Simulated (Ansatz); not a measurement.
# Mo4C3: a trial structure relaxed, part 2 of 2

Aim: relax a trial structure of Mo4C3 and see where it ends.

Ansatz 0.2.0; DFT PBE, scalar-relativistic, plane waves, PAW.

**4. Final relaxation**

Input file input.yaml:

```yaml
crystal:
  lattice:
    - [1.54849085, 0.89402161, 9.7144556]
    - [-1.54849085, 0.89402161, 9.7144556]
    - [0.0, -1.78804321, 9.7144556]
  atoms:
    - { symbol: Mo, position: [0.878223, 0.878223, 0.878223] }
    - { symbol: Mo, position: [0.121777, 0.121777, 0.121777] }
    - { symbol: Mo, position: [0.375397, 0.375397, 0.375397] }
    - { symbol: Mo, position: [0.624603, 0.624603, 0.624603] }
    - { symbol: C, position: [0.25602299, 0.25602299, 0.25602299] }
    - { symbol: C, position: [0.5, 0.5, 0.5] }
    - { symbol: C, position: [0.74397701, 0.74397701, 0.74397701] }
basis:
  ecutwfc: 420
kpoints:
  mp_grid: { grid: [12, 12, 12] }
hamiltonian:
  xc: pbe
scf:
  occupations: { method: gaussian, width: 0.1 }
output:
  forces: true
  stress: true
  eigenvalues: true
  write_density: true
  write_potential: true
  elf: true
  volumetric_format: npy
relax:
  adjacent_minimum: "off"
  f_tol: 0.01
  max_steps: 80
  cell: { stress_tol: 0.05 }
```

On the command line:

```console
ansatz run input.yaml --threads 1 --pin off --max-ram 2560MiB --backend cpu --events-out ev --progress --plain --runs-dir out
```

Standard output:

```text
Warning: RAYON_NUM_THREADS=1 ignored (pool sized by the plan → 1); use --threads N
basis.fft_grid_basis auto: the FFT boxes are laid along the combinations [[1, -1, 0], [0, 1, 0], [0, -1, 1]] of the cell's own vectors, 3.097, 9.878 and 3.097 Å long. The dense box has 24×72×24 points. Along the cell's own vectors, as sized, it would have 72×72×72, 9.00 times as many. Of the 12 symmetry operations that the crystal satisfies within crystal.symmetry.tolerance (time reversal apart; of a slab, those that keep its plane) the dense box along the cell's own vectors carries 12, and the one as laid loses 8 of those. basis.fft_grid_basis: typed keeps the cell's own vectors: state it where this run's energies or levels are differenced outside the engine with another run's, or held beside a run that keeps those vectors. Those combinations have planes normal to reciprocal vector 3, as the cell's own vectors have. Each planar average written beside output.write_density, output.write_potential has a row for each plane of the box: 24. The volumetric files lie along those combinations, not along the cell's own vectors: a cube or XSF file states them, and fields.json those of NumPy files.
Engine: ansatz 0.2.0, x86_64-unknown-linux-gnu
Pseudopotentials: kind: paw
Pseudopotential: Mo, paw, valence charge 14, recommended cutoff 420 eV (normal), Mo.paw.azcp
Pseudopotential: C, paw, valence charge 4, recommended cutoff 420 eV (normal), C.paw.azcp
Functional definition: PBE
  parameter kappa = 0.804
  parameter beta = 0.06672455060314922
  exchange = pbe_x(kappa = kappa, mu = beta*pi^2/3)
  correlation = pbe_c(beta = beta)
Crystal: 7 atoms, lattice volume = 80.691 Å³
Basis set: ecut = 420 eV, 1569 PW (Γ), FFT grids on a1−a2, a2, −a2+a3, exchange–correlation on 48×144×48 points (8 copies of the dense FFT grid, shifted against one another)
Bands: 41, of which v1, the nominal top of the filled ones, is band 34 counted from 1 (33 counted from 0)
Symmetry: 12 space group operations
Space group: R-3m (ITA 166), of the structure as read, at distance tolerance 4.3e-5 Å
k-points: 189 of 1728
Non-local potential: Mo, projectors of the file, l = 0: 3, l = 1: 2, l = 2: 2, l = 3: 1
Non-local potential: C, projectors of the file, l = 0: 2, l = 1: 2, l = 2: 1
PAW form: soft (Blöchl's): semilocal exchange-correlation on the pseudo side does not see the compensation charge
PAW one-centre angular grid: Mo, 590 points (default); XC on 64 Gauss nodes
PAW one-centre angular grid: C, 110 points (default); XC on 64 Gauss nodes
Initial density: superposition of atomic densities (neutral atoms: chi_scale 0, normalization atom), corrected by the library's trained network
Initial wavefunctions: pseudopotential atomic-orbital guess
Functional: x = pbe(κ = 0.804, μ = 0.2195149727645171), c = pbe(β = 0.06672455060314922)
SCF iter   1: F=—  HF=-20576.737364 eV  |F-HF|=—  |Δ(HF+E_count)|=         —  Δρ=2.19e-2  dr2=3.69e0  ethr=1.77e-3  ⟨swp⟩=5.2  Hψ=27955  notcnv=0
preconditioner: auto → Kerker (q_TF=auto, 2.652 Å⁻¹)  [metal: Δε(μ)=0.006 eV  Ē_g=6.591 eV  σ=0.100 eV  W_gap=0.03  n_scr=32 (ndim 8)  ℏωp=24.8 eV  f_vac=0.000  D(μ)=3.83/eV (n_scr^D=44)]
SCF iter   2: F=—  HF=-20576.636769 eV  |F-HF|=—  |Δ(HF+E_count)|=   1.01e-1  Δρ=1.07e-2  dr2=1.18e0  ethr=1.77e-3  ⟨swp⟩=1.0  Hψ=9261  notcnv=0
SCF iter   3: F=—  HF=-20576.588447 eV  |F-HF|=—  |Δ(HF+E_count)|=   4.83e-2  Δρ=2.07e-3  dr2=2.60e-2  ethr=1.74e-3  ⟨swp⟩=1.0  Hψ=7523  notcnv=0  defer=1
SCF iter   4: F=—  HF=-20576.585791 eV  |F-HF|=—  |Δ(HF+E_count)|=   2.66e-3  Δρ=6.06e-4  dr2=1.09e-3  ethr=3.82e-5  ⟨swp⟩=1.8  Hψ=8698  notcnv=0  defer=41
SCF iter   5: F=—  HF=-20576.585658 eV  |F-HF|=—  |Δ(HF+E_count)|=   1.34e-4  Δρ=2.02e-4  dr2=3.93e-5  ethr=1.60e-6  ⟨swp⟩=2.1  Hψ=9934  notcnv=0  defer=49
SCF iter   6: F=—  HF=-20576.585651 eV  |F-HF|=—  |Δ(HF+E_count)|=   6.43e-6  Δρ=4.04e-5  dr2=1.37e-6  ethr=5.78e-8  ⟨swp⟩=2.0  Hψ=11112  notcnv=0  defer=212
SCF iter   7: F=-20576.585651 eV  HF=-20576.585651 eV  |F-HF|=7.64e-9  |Δ(HF+E_count)|=   9.18e-8  Δρ=7.43e-6  dr2=4.49e-8  ethr=1.47e-10  ⟨swp⟩=12.8  Hψ=53735  notcnv=0
SCF 1 converged in 7 iterations: F = -20576.585651 eV  dr2 = 4.49e-8
relax step   1: F+E_penalty+E_count = -20576.58565139 eV  Δ(F+E_penalty+E_count) = +0.000e0 eV  max|allowed force component| = 7.008e-2 eV/Å  Δτ_max = 0.0000 Å  P = -1.913 GPa  Ω = 80.691 Å³  (7 SCF iters, dr2 threshold 1.00e-7 eV, accepted)
Crystal: 7 atoms, lattice volume = 79.469 Å³
Basis set: ecut = 420 eV, 1533 PW (Γ), FFT grids on a1−a2, a2, −a2+a3, exchange–correlation on 48×144×48 points (8 copies of the dense FFT grid, shifted against one another)
Initial density: handed on by an earlier stage of this run
Initial wavefunctions: those handed on with the density
iter 1 solved again at ethr=2.47e-4 eV; its pass at ethr=3.10e-3 eV (dr2=1.68e-1 eV) is discarded
SCF iter   1: F=—  HF=-20576.597186 eV  |F-HF|=—  |Δ(HF+E_count)|=         —  Δρ=5.90e-3  dr2=1.72e-1  ethr=2.47e-4  ⟨swp⟩=1.0  Hψ=36108  notcnv=0
preconditioner: auto → Kerker (q_TF=auto, 2.658 Å⁻¹)  [metal: Δε(μ)=0.002 eV  Ē_g=6.685 eV  σ=0.100 eV  W_gap=0.01  n_scr=32 (ndim 8)  ℏωp=25.0 eV  f_vac=0.000  D(μ)=4.46/eV (n_scr^D=44)]
SCF iter   2: F=—  HF=-20576.591271 eV  |F-HF|=—  |Δ(HF+E_count)|=   5.91e-3  Δρ=2.96e-3  dr2=5.48e-2  ethr=2.47e-4  ⟨swp⟩=1.0  Hψ=7749  notcnv=0
SCF iter   3: F=—  HF=-20576.588383 eV  |F-HF|=—  |Δ(HF+E_count)|=   2.89e-3  Δρ=5.53e-4  dr2=1.76e-3  ethr=8.05e-5  ⟨swp⟩=1.0  Hψ=7751  notcnv=0
SCF iter   4: F=—  HF=-20576.588201 eV  |F-HF|=—  |Δ(HF+E_count)|=   1.82e-4  Δρ=1.73e-4  dr2=7.13e-5  ethr=2.58e-6  ⟨swp⟩=1.1  Hψ=7773  notcnv=0
SCF iter   5: F=—  HF=-20576.588190 eV  |F-HF|=—  |Δ(HF+E_count)|=   1.01e-5  Δρ=6.48e-5  dr2=3.71e-6  ethr=1.05e-7  ⟨swp⟩=2.0  Hψ=10387  notcnv=0
SCF iter   6: F=-20576.588190 eV  HF=-20576.588190 eV  |F-HF|=6.64e-8  |Δ(HF+E_count)|=   7.62e-7  Δρ=1.37e-5  dr2=1.58e-7  ethr=1.03e-9  ⟨swp⟩=10.7  Hψ=56679  notcnv=0
SCF 2 converged in 6 iterations: F = -20576.588190 eV  dr2 = 1.58e-7
relax step   2: F+E_penalty+E_count = -20576.58818961 eV  Δ(F+E_penalty+E_count) = -2.538e-3 eV  max|allowed force component| = 1.800e-1 eV/Å  Δτ_max = 0.0290 Å  P = +1.607 GPa  Ω = 79.469 Å³  energy of the carried Pulay correction = +1.741e-3 eV  (6 SCF iters, dr2 threshold 7.00e-7 eV, accepted)
Crystal: 7 atoms, lattice volume = 79.994 Å³
iter 1 solved again at ethr=1.47e-4 eV; its pass at ethr=3.10e-3 eV (dr2=1.00e-1 eV) is discarded
SCF iter   1: F=—  HF=-20576.599850 eV  |F-HF|=—  |Δ(HF+E_count)|=         —  Δρ=4.31e-3  dr2=9.56e-2  ethr=1.47e-4  ⟨swp⟩=1.0  Hψ=29085  notcnv=0
preconditioner: auto → Kerker (q_TF=auto, 2.655 Å⁻¹)  [metal: Δε(μ)=0.000 eV  Ē_g=6.650 eV  σ=0.100 eV  W_gap=0.00  n_scr=32 (ndim 8)  ℏωp=24.9 eV  f_vac=0.000  D(μ)=4.35/eV (n_scr^D=44)]
SCF iter   2: F=—  HF=-20576.596824 eV  |F-HF|=—  |Δ(HF+E_count)|=   3.03e-3  Δρ=2.25e-3  dr2=3.02e-2  ethr=1.41e-4  ⟨swp⟩=1.0  Hψ=7749  notcnv=0
SCF iter   3: F=—  HF=-20576.595324 eV  |F-HF|=—  |Δ(HF+E_count)|=   1.50e-3  Δρ=3.41e-4  dr2=5.99e-4  ethr=4.45e-5  ⟨swp⟩=1.0  Hψ=7753  notcnv=0
SCF iter   4: F=—  HF=-20576.595274 eV  |F-HF|=—  |Δ(HF+E_count)|=   5.06e-5  Δρ=1.05e-4  dr2=2.53e-5  ethr=8.80e-7  ⟨swp⟩=1.2  Hψ=8072  notcnv=0
SCF iter   5: F=—  HF=-20576.595270 eV  |F-HF|=—  |Δ(HF+E_count)|=   3.42e-6  Δρ=4.30e-5  dr2=2.33e-6  ethr=3.72e-8  ⟨swp⟩=2.0  Hψ=10395  notcnv=0
SCF iter   6: F=-20576.595270 eV  HF=-20576.595270 eV  |F-HF|=3.85e-8  |Δ(HF+E_count)|=   4.53e-7  Δρ=1.00e-5  dr2=8.94e-8  ethr=1.03e-9  ⟨swp⟩=10.4  Hψ=55265  notcnv=0
SCF 3 converged in 6 iterations: F = -20576.595270 eV  dr2 = 8.94e-8
relax step   3: F+E_penalty+E_count = -20576.59526980 eV  Δ(F+E_penalty+E_count) = -7.080e-3 eV  max|allowed force component| = 8.728e-2 eV/Å  Δτ_max = 0.0198 Å  P = +0.232 GPa  Ω = 79.994 Å³  energy of the carried Pulay correction = +9.907e-4 eV  (6 SCF iters, dr2 threshold 7.00e-7 eV, accepted)
[... 12 lines left out ...]
relax step   4: F+E_penalty+E_count = -20576.59573505 eV  Δ(F+E_penalty+E_count) = -4.652e-4 eV  max|allowed force component| = 5.981e-2 eV/Å  Δτ_max = 0.0016 Å  P = +0.206 GPa  Ω = 79.971 Å³  energy of the carried Pulay correction = +1.022e-3 eV  (6 SCF iters, dr2 threshold 4.76e-7 eV, accepted)
[... 11 lines left out ...]
relax step   5: F+E_penalty+E_count = -20576.59612921 eV  Δ(F+E_penalty+E_count) = -3.942e-4 eV  max|allowed force component| = 9.876e-3 eV/Å  Δτ_max = 0.0033 Å  P = +0.065 GPa  Ω = 79.953 Å³  energy of the carried Pulay correction = +1.049e-3 eV  (6 SCF iters, dr2 threshold 2.24e-7 eV, accepted)
[... 12 lines left out ...]
relax step   6: F+E_penalty+E_count = -20576.59613135 eV  Δ(F+E_penalty+E_count) = -2.143e-6 eV  max|allowed force component| = 1.024e-2 eV/Å  Δτ_max = 0.0009 Å  P = -0.005 GPa  Ω = 79.960 Å³  energy of the carried Pulay correction = +1.038e-3 eV  (6 SCF iters, dr2 threshold 5.61e-8 eV, accepted)
[... 11 lines left out ...]
relax step   7: F+E_penalty+E_count = -20576.59614965 eV  Δ(F+E_penalty+E_count) = -1.829e-5 eV  max|allowed force component| = 1.383e-4 eV/Å  Δτ_max = 0.0007 Å  P = +0.000 GPa  Ω = 79.957 Å³  energy of the carried Pulay correction = +1.043e-3 eV  (6 SCF iters, dr2 threshold 6.56e-9 eV, accepted)
Initial wavefunctions: pseudopotential atomic-orbital guess (no wavefunctions were taken with the density)
iter 1 solved again at ethr=8.74e-8 eV; its pass at ethr=3.10e-3 eV (dr2=5.94e-5 eV) is discarded
SCF iter   1: F=—  HF=-20576.595151 eV  |F-HF|=—  |Δ(HF+E_count)|=         —  Δρ=5.76e-5  dr2=2.86e-7  ethr=8.74e-8  ⟨swp⟩=3.6  Hψ=48171  notcnv=0
SCF iter   2: F=—  HF=-20576.595154 eV  |F-HF|=—  |Δ(HF+E_count)|=   2.70e-6  Δρ=3.02e-5  dr2=6.89e-8  ethr=4.20e-10  ⟨swp⟩=2.1  Hψ=12359  notcnv=0
SCF iter   3: F=—  HF=-20576.595155 eV  |F-HF|=—  |Δ(HF+E_count)|=   7.25e-7  Δρ=2.05e-6  dr2=1.00e-9  ethr=1.01e-10  ⟨swp⟩=2.3  Hψ=12528  notcnv=0
iter 4 did not close the SCF: its close was put off for the readings that it lacked (scf_convergence_deferred on its scf_iter line)
SCF iter   4: F=-20576.595155 eV  HF=-20576.595155 eV  |F-HF|=2.91e-11  |Δ(HF+E_count)|=   1.19e-9  Δρ=2.09e-7  dr2=3.34e-11  ethr=1.47e-12  ⟨swp⟩=2.0  Hψ=11212  notcnv=0
iter 5 did not close the SCF: its close was put off for the readings that it lacked (scf_convergence_deferred on its scf_iter line)
SCF iter   5: F=-20576.595155 eV  HF=-20576.595155 eV  |F-HF|=3.64e-12  |Δ(HF+E_count)|=  3.64e-12  Δρ=5.59e-8  dr2=2.28e-12  ethr=1.00e-12  ⟨swp⟩=1.0  Hψ=7749  notcnv=0
iter 6 did not close the SCF: its close was put off for the readings that it lacked (scf_convergence_deferred on its scf_iter line)
SCF iter   6: F=-20576.595155 eV  HF=-20576.595155 eV  |F-HF|=3.64e-12  |Δ(HF+E_count)|=  3.64e-12  Δρ=1.50e-8  dr2=2.53e-13  ethr=1.00e-12  ⟨swp⟩=1.0  Hψ=7749  notcnv=0
iter 7 did not close the SCF: its close was put off for the readings that it lacked (scf_convergence_deferred on its scf_iter line)
SCF iter   7: F=-20576.595155 eV  HF=-20576.595155 eV  |F-HF|=0.00e0  |Δ(HF+E_count)|=  7.28e-12  Δρ=1.05e-8  dr2=1.32e-13  ethr=1.00e-12  ⟨swp⟩=1.0  Hψ=7749  notcnv=0
SCF iter   8: F=-20576.595155 eV  HF=-20576.595155 eV  |F-HF|=0.00e0  |Δ(HF+E_count)|=    0.00e0  Δρ=1.36e-9  dr2=4.66e-15  ethr=1.00e-12  ⟨swp⟩=3.0  Hψ=24633  notcnv=0
SCF 8 converged in 8 iterations: F = -20576.595155 eV  dr2 = 4.66e-15
relax step   8: F+E_penalty+E_count = -20576.59515457 eV  Δ(F+E_penalty+E_count) = +9.951e-4 eV  max|allowed force component| = 1.451e-4 eV/Å  Δτ_max = 0.0000 Å  P = -0.012 GPa  Ω = 79.957 Å³  stress off target by 1.86e-2 GPa  SCF on the basis re-selected at this cell (its energy is not comparable with the rows above)  (8 SCF iters)
basis re-selected at this cell: Δ(F+E_penalty+E_count) = +9.951e-4 eV, ΔP = -0.013 GPa vs the last step (what re-selecting the basis moved, of the pressure what is left beyond the Pulay correction that the steps carried, after the strain that the cell walked since its last selection, with what the two solves' SCF thresholds leave and, on support functions, any second-order correction that the steps lacked; it is no measure of the basis error at this ecutwfc). This SCF's stress stands 1.86e-2 GPa from its target on what of the cell is left free (relax.cell.stress_tol is 5.00e-2 GPa) and its largest allowed force component is 1.45e-4 eV/Å (relax.f_tol is 1.00e-2 eV/Å): within both
SCF converged after 8 iterations
Free energy (F): -20576.595155 eV
Harris-Foulkes:  -20576.595155 eV  (|F-HF|=0.00e0)
Internal energy: -20576.572971 eV  (E = F + TS)
E sigma→0 (E₀):  -20576.584063 eV
Entropy (-TS):   -0.022184 eV (-3.169 meV/atom)
Fermi energy:    19.907798 eV
--- Per-component energies (eV) ---
  E_band       = -197.476045
  E_kinetic    = 2033.673034
  E_local      = -3542.851322  (includes V_loc(G=0)·N_el)
  E_nonlocal   = 649.028026
  E_hartree    = 1176.756901
  E_xc         = -880.570044
  E_vxc        = -1098.228449  (∫ρ·V_xc dr)
  E_paw        = -13100.572542  (= ΣΔE_a)
  E_vpaw       = -592.611320  (= ΣTr[D̂ρ^β])
  E_aug_tail   = 0.000185  (compensation charges beyond the density's cutoff)
  E_ewald      = -6912.037207
  E_smearing   = -0.022184  (= −TS)
  E_closure    = -0.000000  (closes the sum)
  Σ components = -20576.595155   (vs F -20576.595155, Δ=0.00e0)
--- Forces (eV/Å), atoms counted from 1 ---
  atom   1  Mo    -0.00000000     0.00000000     0.00014509
  atom   2  Mo     0.00000000    -0.00000000    -0.00014509
  atom   3  Mo    -0.00000000    -0.00000000    -0.00005154
  atom   4  Mo     0.00000000     0.00000000     0.00005154
  atom   5  C     -0.00000000     0.00000000     0.00000971
  atom   6  C      0.00000000    -0.00000000     0.00000000
  atom   7  C      0.00000000    -0.00000000    -0.00000971
  max |Σ_I F_I| component: 1.69e-21 eV/Å
--- Stress (GPa, compression-positive) ---
       -0.018618       0.000000       0.000000
        0.000000      -0.018618       0.000000
        0.000000       0.000000       0.001024
  P = ⅓ Tr σ = -0.0121 GPa (-0.121 kbar)
--- Band table (eV; the first three rows and the last of 189) ---
  k-point 0: bands = ["-42.2530", "-42.2210", "-41.5183", "-41.4674", "-16.6617", "-16.3810", "-16.0961", "-16.0961", "-16.0706", "-16.0706", "-15.7157", "-15.4229", "-15.4229", "-15.3782", "-15.3717", "-15.3717", "5.9042", "7.0456", "8.2274", "11.8159", "13.3648", "14.0416", "14.0416", "14.7541", "14.7541", "15.8227", "16.4537", "16.4537", "17.2915", "17.5045", "17.5045", "18.0006", "18.7875", "18.7875", "19.2772", "19.2772", "19.6608", "19.6608", "20.1389", "21.2391", "21.2391"]
  k-point 1: bands = ["-42.2485", "-42.2174", "-41.5137", "-41.4643", "-16.6486", "-16.3810", "-16.1317", "-16.1103", "-16.1067", "-16.0772", "-15.7052", "-15.4657", "-15.4322", "-15.4059", "-15.3783", "-15.3706", "6.0453", "7.1197", "8.2169", "11.9811", "13.2527", "14.1314", "14.2059", "14.5223", "14.7721", "15.7899", "15.9873", "16.3878", "17.1573", "17.4117", "17.6762", "18.0843", "18.7472", "18.7594", "18.8140", "19.2154", "19.8608", "19.9854", "20.7471", "21.1481", "21.2869"]
  k-point 2: bands = ["-42.2361", "-42.2079", "-41.5010", "-41.4561", "-16.6127", "-16.3881", "-16.2284", "-16.2048", "-16.1345", "-16.0962", "-15.6862", "-15.5637", "-15.4925", "-15.4572", "-15.3965", "-15.3698", "6.4394", "7.3034", "8.1624", "12.4000", "13.2406", "14.0793", "14.3405", "14.3462", "14.8006", "15.1601", "15.6102", "16.2321", "16.6594", "17.2469", "18.1508", "18.1649", "18.2875", "18.8529", "18.8910", "19.2280", "20.2348", "20.5908", "21.1852", "21.2689", "21.3185"]
  k-point 188: bands = ["-42.2529", "-42.2211", "-41.5182", "-41.4675", "-16.6451", "-16.4114", "-16.0960", "-16.0960", "-16.0707", "-16.0707", "-15.6838", "-15.4228", "-15.4228", "-15.3962", "-15.3718", "-15.3718", "5.9788", "6.8554", "8.3820", "11.7553", "13.3434", "14.1067", "14.1067", "14.6141", "14.6141", "15.9401", "16.6464", "16.6464", "17.3734", "17.6542", "17.6542", "17.7896", "18.2890", "18.2890", "19.0333", "19.0333", "20.3195", "20.3774", "20.3774", "20.8604", "20.8604"]
--- Relaxed structure (7 steps of the walk, 7 accepted, 1 SCFs on fresh bases) ---
  F+E_penalty+E_count = -20576.59515457 eV   max|allowed force component| = 1.451e-4 eV/Å   (the final SCF, on the basis selected at the relaxed cell)
  cell:  # Å, volume = 79.9569 Å³
    - [1.5386802552914336, 0.888357461261895, 9.74918485617903]
    - [-1.5386802552914336, 0.888357461261895, 9.74918485617903]
    - [1.869325626656154e-33, -1.776714917505914, 9.749184856636264]
  atoms:
    - { symbol: Mo, position: [0.8779571058218423, 0.8779571058218423, 0.8779571058218424] }
    - { symbol: Mo, position: [0.12204289417815753, 0.12204289417815753, 0.12204289417815756] }
    - { symbol: Mo, position: [0.3748856001270224, 0.3748856001270224, 0.37488560012702243] }
    - { symbol: Mo, position: [0.6251143998729773, 0.6251143998729773, 0.6251143998729773] }
    - { symbol: C, position: [0.25573180584417743, 0.25573180584417743, 0.2557318058441775] }
    - { symbol: C, position: [0.49999999999999983, 0.49999999999999983, 0.49999999999999994] }
    - { symbol: C, position: [0.7442681941558223, 0.7442681941558223, 0.7442681941558225] }
```

Run time: 2.3 min. Hardware: 1 thread of Intel Xeon 6975P-C (Granite Rapids), shared host; peak memory 0.74 GiB.

Step by step:

```
step  E - E(step 1) (eV/cell)  largest force component (eV/Å)  pressure (GPa)  volume (Å³)
   1                   0.0000                          0.0701           -1.91        80.69
   2                  -0.0025                          0.1800            1.61        79.47
   3                  -0.0096                          0.0873            0.23        79.99
   4                  -0.0101                          0.0598            0.21        79.97
   5                  -0.0105                          0.0099            0.07        79.95
   6                  -0.0105                          0.0102           -0.01        79.96
   7                  -0.0105                          0.0001            0.00        79.96
   8                  -0.0095                          0.0001           -0.01        79.96
```

Step 1 is the start. Step 8 repeats the geometry before it on a plane-wave basis chosen anew for that cell, so its energy need not be comparable with the rows above.

Lengths and angles in the start's conventional setting:

|  | before | after | change |
| --- | --- | --- | --- |
| a (Å) | 3.097 | 3.077 | -0.6 % |
| b (Å) | 3.097 | 3.077 | -0.6 % |
| c (Å) | 29.143 | 29.248 | +0.4 % |
| volume (Å³/atom) | 11.53 | 11.42 | -0.9 % |
| shortest distance (Å) | 2.062 | 2.066 | +0.2 % |
| space group (0.01 Å) | R-3m | R-3m | same |

The run keeps the 12 symmetry operations of the start, so it could not have lowered the symmetry.

Axes a, b and c in the maps are those of this run's conventional cell (a, b, c = 3.077, 3.077, 29.248 Å).

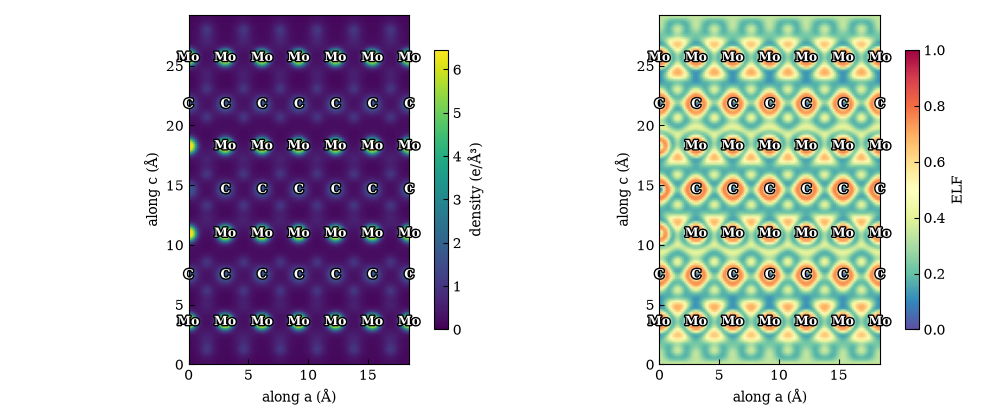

Density (left) and ELF (right) in a lattice plane of the grid's cell (edges 3.08 and 29.25 Å, at 0.000 of the third edge), which holds Mo and C. Only atoms in the plane are labelled. Both are smooth fields of the valence electrons: close to the nuclei they are not physical.

Maxima of ELF outside the ion cores: 0.77 in the shell around C, 0.7 Å from C.

**5. Results**

What follows sums up all 2 parts. Changes of volume or cell count from the first structure of part 1.

| quantity | value |
| --- | --- |
| symmetry at the end (tolerance 0.05 Å) | space group R-3m (No. 166) |
| conventional cell | a = 3.077 Å, b = 3.077 Å, c = 29.248 Å, α = 90.00°, β = 90.00°, γ = 120.00° |
| volume | 11.42 Å³/atom |
| energy over the elements | +0.05 eV/atom |
| gap on the mesh | none (metal) |

What this shows: The space group R-3m (No. 166) is kept, and the volume per atom shrinks by 0.9 % from the first guess. The formation energy of this structure is too near zero to say whether it is bound against the elements. No finished test with a distortion of lower symmetry is shown, so the end may be a saddle point. Other magnetic orders were not searched.
